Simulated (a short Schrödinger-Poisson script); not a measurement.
Stack: gated Al0.33Ga0.67N/GaN polarisation-induced gas, at 77 K.

| layer | material | thickness (nm) | Na (cm⁻³) |
|---|---|---|---|
| 1 | Al0.33Ga0.67N | 25 | - |
| 2 | GaN | 6000 | 1e14 |

Constants are typed, rounded textbook-type inputs, not results; the design itself was drawn at random and stands for no fabricated device. Al0.33Ga0.67N: permittivity 9.3, conduction-band edge (eV) 0.462, gap (eV) 4.09, electron mass (mₑ) 0.24, Nv at 300 K (cm⁻³) 4.6e19. GaN: permittivity 9.5, conduction-band edge (eV) 0, gap (eV) 3.43, Nv at 300 K (cm⁻³) 4.6e19.

Channel valleys (confinement mass, in-plane density-of-states mass, number): Γ 0.2, 0.2, 1. At the gate the conduction-band edge of layer 1 lies 1.27 eV − eVg above the Fermi level of the channel; the field vanishes at the back. Sheet of polarisation charge: +1.6e13 e/cm² at 25 nm from the gate. The barrier under the gate holds no holes. Gaps are held at their typed values at every temperature. Mesh 0.08 nm at interfaces.

From a short Schrödinger-Poisson script (our own, NumPy): 1D Poisson equation in equilibrium, electrons quantum, Hartree (BenDaniel-Duke, 40 states a valley, the channel's in-plane mass for all, wave functions free to enter the barrier), parabolic valleys, classical holes, full ionisation, no traps, pinning or gate leakage.

Only gate voltages with over 1e8 electrons/cm² are shown.

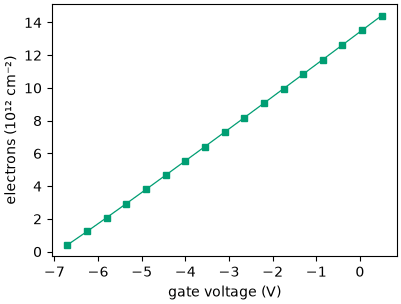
*Sheet density against gate voltage*

```csv
Vg (V),electrons (cm⁻²),in the channel layer,C (μF/cm²),Γ E0 (meV),Γ E1 (meV)
0.5,1.44e13,1.30e13,0.321,-152.7,-18.3
-0.4,1.26e13,1.16e13,0.319,-135.4,-14.0
-1.3,1.08e13,1.01e13,0.317,-117.7,-10.0
-2.2,9.07e12,8.59e12,0.315,-99.6,-6.0
-3.1,7.30e12,7.00e12,0.314,-81.1,-2.0
-4,5.55e12,5.38e12,0.312,-62.3,2.2
-4.9,3.80e12,3.73e12,0.309,-43.2,6.8
-5.8,2.08e12,2.06e12,0.304,-23.5,12.0
-6.7,4.14e11,4.13e11,0.283,0.2,19.2
```

Subbands count from the Fermi level.
